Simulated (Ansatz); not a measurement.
## Profile along the Al–Ni line in AlNi (CsCl type)

AlNi (CsCl type)

```yaml
crystal:
  lattice:
    - [2.86332, 0.00000, 0.00000]
    - [0.00000, 2.86332, 0.00000]
    - [0.00000, 0.00000, 2.86332]
  atoms:
    - { symbol: Al, position: [0.00000, 0.00000, 0.00000] }
    - { symbol: Ni, position: [0.50000, 0.50000, 0.50000] }
```

Fields along a shortest Al–Ni line of a {110} plane (2.48 Å), from Al to Ni, interpolated on the slice's grid (step about 0.1 Å). The numbers are results of r2SCAN (plane waves to 500 eV, PAW, scalar-relativistic; Ansatz, a program for electronic structure), not measurements. k mesh 16×16×16. Inside the PAW spheres the values are not all-electron values, and peaks at nuclei hang on which shells count as valence. AlNi is run without spin polarisation. AlNi was relaxed with its symmetry unable to fall. The PAW data are Ansatz's earlier set.

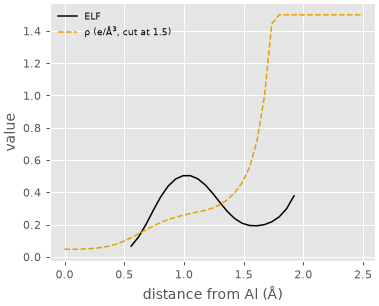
Figure. ELF (away from the nuclei) and valence density from Al to Ni.

Density on the Al–Ni line (2.48 Å) at its midpoint: 0.30 e/Å³. ELF at that point: 0.39. ELF maximum in the middle third of the Al–Ni line: 0.50, 1.1 Å from Al.
